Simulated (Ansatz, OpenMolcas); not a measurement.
How basis sets differ on H2S (hydrogen sulfide)

H2S: 3 atoms, total charge 0, spin state singlet. As SMILES, `S`. The shape is that of a PBE0-D4/def2-TZVP optimisation.

```xyz
3

S     0.4955   -0.2806    0.2439
H     0.0979    0.9977    0.1624
H    -0.5934   -0.7171   -0.4063
```

Each level gives the dipole moment (D). The values are calculated.

**The experiment to reproduce.** NIST CCCBDB gives the dipole moment of the gas as 0.97 D.

```csv
level,kind,program,value (D),computed − measured
PBE0/3-21G,global hybrid,OpenMolcas,1.91,+0.94
PBE0/pcseg-0,global hybrid,OpenMolcas,2.10,+1.13
PBE0/def2-SVP,global hybrid,Ansatz,1.35,+0.38
PBE0/aug-cc-pVTZ,global hybrid,OpenMolcas,1.04,+0.07
```

Nearest: PBE0/aug-cc-pVTZ (+0.07 D); farthest: PBE0/pcseg-0 (+1.13 D). The measured dipole is a vibrational average, so differences of a few hundredths of a debye mean little. Sets without polarisation functions give poor dipoles.

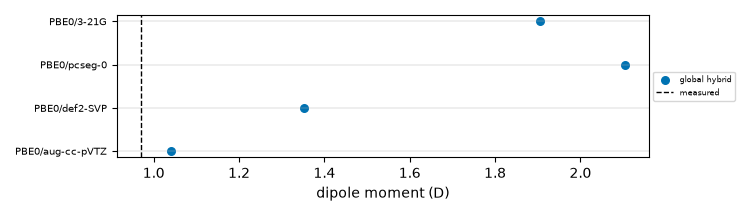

The values of the table, level by level.
